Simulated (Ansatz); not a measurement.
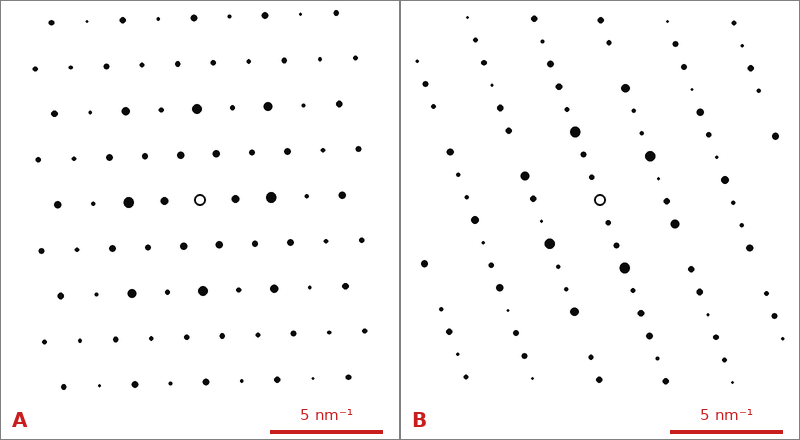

Kinematic electron diffraction patterns (300 kV, B = 0.5 Å², same scale, each along a low-index zone) of two structures of composition Sr2TlO2, each relaxed at zero pressure with Ansatz, DFT PBE, scalar-relativistic, plane waves, PAW.

The structures (standard cells):
1. P-3m1 (No. 164), a = 4.126 Å, c = 9.220 Å (hexagonal axes), 5 atoms; generated start, possibly hypothetical
2. I4/mmm (No. 139), a = 4.878 Å, c = 12.484 Å, 10 atoms; generated start, possibly hypothetical

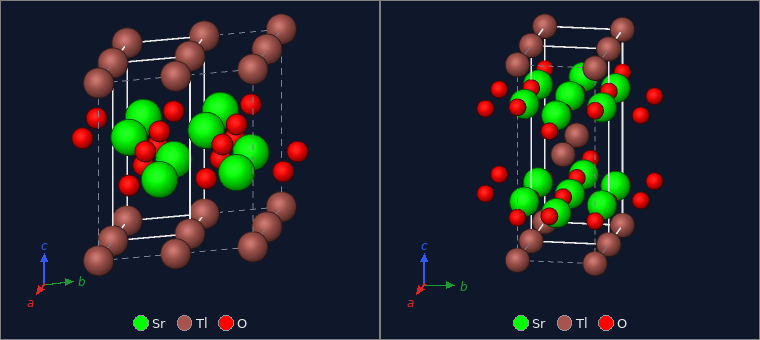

Drawings of the structures 1 to 2, from left to right (each may span several cells).

Q: Which pattern belongs to which structure, and along which zone?

A: A is structure 2 along [100] or an equivalent direction: centred rectangular net of 0 0 2 at d = 6.24 Å and 0 1 1 at d = 4.54 Å, 68.7° apart (some points of this net are extinct or too weak to see). B is structure 1 along [100] or an equivalent direction: rectangular net of 0 0 1 at d = 9.22 Å and 0 1 0 (weak) at d = 3.57 Å, 90.0° apart (some points of this net are extinct or too weak to see).

Q: Which structure lies lowest at this level of theory, and by how much?

A: Structure 1 (P-3m1, 27.19 Å³ an atom) is the lowest of these; structure 2 (I4/mmm, 29.70 Å³ an atom) lies about 97 meV an atom higher. These are static energies at 0 K; other structures, not shown, may lie lower still.
